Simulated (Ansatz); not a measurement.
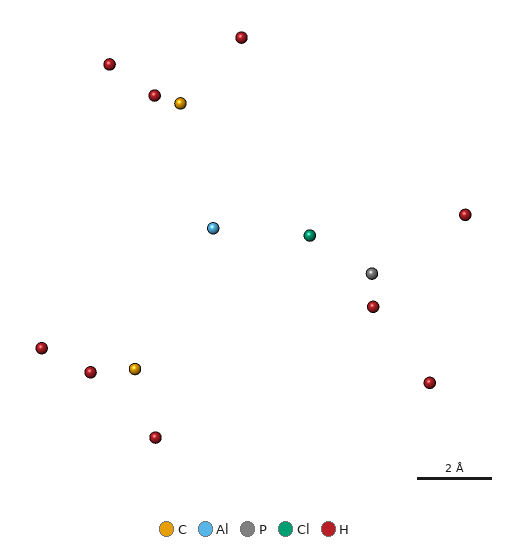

The structure (stick view, seen at a tilt). Sticks are drawn by distance; a stretched bond gets none, so the picture shows separate pieces.

**Single-point calculation, with input and output: C2H9AlClP**

- system: C2H9AlClP
- method: RKS CAM-B3LYP-d3bj/def2-SVP (Ansatz 0.2.0)

Some settings of this run were made unusual or wrong on purpose. The geometry comes from this level: PBE0-D4/def2-TZVP.

### Input file
```yaml
crystal:
  periodic: [false, false, false]
  atoms:
    - {symbol: C, position_ang: [-3.900989, 2.060906, -0.080032]}
    - {symbol: Al, position_ang: [0.417431, 1.272511, -0.504967]}
    - {symbol: C, position_ang: [3.339450, 1.544645, 1.984136]}
    - {symbol: P, position_ang: [0.441629, -4.019443, -1.454803]}
    - {symbol: Cl, position_ang: [1.196371, 2.188421, -5.271960]}
    - {symbol: H, position_ang: [-4.467467, 0.978772, 2.740937]}
    - {symbol: H, position_ang: [-4.082933, 4.856613, 0.745386]}
    - {symbol: H, position_ang: [-5.490669, 1.731942, -1.348776]}
    - {symbol: H, position_ang: [5.565010, 0.758065, 1.295665]}
    - {symbol: H, position_ang: [3.247517, 0.684121, 3.988521]}
    - {symbol: H, position_ang: [3.810950, 3.916583, 2.625911]}
    - {symbol: H, position_ang: [-0.535628, -6.335952, 0.576694]}
    - {symbol: H, position_ang: [2.747340, -5.571485, -2.642896]}
    - {symbol: H, position_ang: [-1.893761, -5.222264, -3.712128]}
basis:
  gaussian: {orbitals: def2-SVP, nuclear_model: gaussian}
hamiltonian: {xc: {name: CAM-B3LYP}, dispersion: d3bj}
output: {forces: true}
```

Run on 4 threads of Arm Neoverse V2, 23 GiB of memory available, shared host.

Run as:
```bash
ansatz run in.yaml --threads 4 --pin off --events-out ev --progress --plain --max-ram 11315MiB
```

### The program's output
```
Functional definition: CAM-B3LYP
  name "CAM-B3LYP"
  cite "Yanai, Tew & Handy, Chem. Phys. Lett. 393, 51 (2004) doi:10.1016/j.cplett.2004.06.011"
  cite "Iikura, Tsuneda, Yanai & Hirao, J. Chem. Phys. 115, 3540 (2001) doi:10.1063/1.1383587"
  cite "Becke, Phys. Rev. A 38, 3098 (1988) doi:10.1103/PhysRevA.38.3098"
  cite "Lee, Yang & Parr, Phys. Rev. B 37, 785 (1988) doi:10.1103/PhysRevB.37.785"
  cite "Vosko, Wilk & Nusair, Can. J. Phys. 58, 1200 (1980) doi:10.1139/p80-159"
  parameter alpha = 0.19
  parameter beta = 0.46
  parameter omega = 0.33/bohr
  parameter ac = 0.81
  # Exact exchange under (alpha + beta erf(omega r))/r, Becke's under what is left of 1/r.
  exchange = (1 - alpha - beta)*b88_x + beta*b88_x_sr(omega) + alpha*exact_x + beta*exact_x_lr(omega)
  correlation = (1 - ac)*vwn5_c + ac*lyp_c
1238 factors; integrals over basis functions are off by at most 4.3e-4 eV
421 factors; integrals over basis functions are off by at most 9.8e-5 eV
mean field evaluation 1: about -30540.5758 eV, gradient 5.5e1 eV
mean field evaluation 2: about -30153.0503 eV, gradient 2.0e2 eV
mean field evaluation 4: about -30225.4157 eV, gradient 1.5e2 eV
mean field evaluation 8: about -30562.5552 eV, gradient 1.1e1 eV
mean field evaluation 16: about -30563.4188 eV, gradient 6.4e-1 eV
mean field evaluation 32: about -30563.4297 eV, gradient 1.3e-1 eV
mean field evaluation 64: about -30563.4301 eV, gradient 2.1e-1 eV
mean field evaluation 96: about -30562.8004 eV, gradient 7.3e0 eV
mean field -30563.43460115 eV, -1123.1855049523 hartree, gradient 7.6e-6 eV, S^2 0.000000; 6 other end points of the search recorded, 0 dependent functions left out
the calculation of the forces begins
reference -30563.43501273 eV, -1123.1855200774 hartree; 33, 33 occupied and 94, 94 virtual orbitals, 1238 factors
Total energy: -30563.59878173 eV, -1123.1915384772 hartree
Atom 0 at    -3.900989     2.060906    -0.080032 Å, force    -2.691838     0.727698    -1.103262 eV/Å
Atom 1 at     0.417431     1.272511    -0.504967 Å, force     0.300508     0.151685    -0.001434 eV/Å
Atom 2 at     3.339450     1.544645     1.984136 Å, force     1.968976    -0.145781     2.487889 eV/Å
Atom 3 at     0.441629    -4.019443    -1.454803 Å, force     0.039935    -2.763694    -0.653442 eV/Å
Atom 4 at     1.196371     2.188421    -5.271960 Å, force    -0.075237    -0.077207     0.390566 eV/Å
Atom 5 at    -4.467467     0.978772     2.740937 Å, force     0.151353     0.163081    -0.644481 eV/Å
Atom 6 at    -4.082933     4.856613     0.745386 Å, force     0.072612    -1.552276    -0.556695 eV/Å
Atom 7 at    -5.490669     1.731942    -1.348776 Å, force     2.653671     0.634282     2.236681 eV/Å
Atom 8 at     5.565010     0.758065     1.295665 Å, force    -2.075215     0.657950     0.613507 eV/Å
Atom 9 at     3.247517     0.684121     3.988521 Å, force     0.146754     1.236578    -2.911401 eV/Å
Atom 10 at     3.810950     3.916583     2.625911 Å, force    -0.454739    -1.812120    -0.511976 eV/Å
Atom 11 at    -0.535628    -6.335952     0.576694 Å, force     0.544025     1.238882    -1.078755 eV/Å
Atom 12 at     2.747340    -5.571485    -2.642896 Å, force    -1.559650     1.030720     0.805286 eV/Å
Atom 13 at    -1.893761    -5.222264    -3.712128 Å, force     0.978844     0.510201     0.927518 eV/Å
Dipole moment:    -0.658539    -0.549445     0.692630 e Å
```

### Outcome

| quantity | value |
| --- | --- |
| outcome | converged |
| total energy | −30563.5988 eV |
| mean-field energy | −30563.4350 eV |
| dispersion energy | −0.1638 eV |
| SCF solution under orbital rotations | stable |
| largest force (length of the vector) | 3.528 eV/Å |
| dipole moment | 5.30 D |
| wall time | 10 s (CPU time 36 s) |
| peak memory | 0.53 GiB |

### Diagnosis

A setting was made wrong on purpose: apart. The run converged all the same; its numbers are those of the faulty input and shouldn't be used.
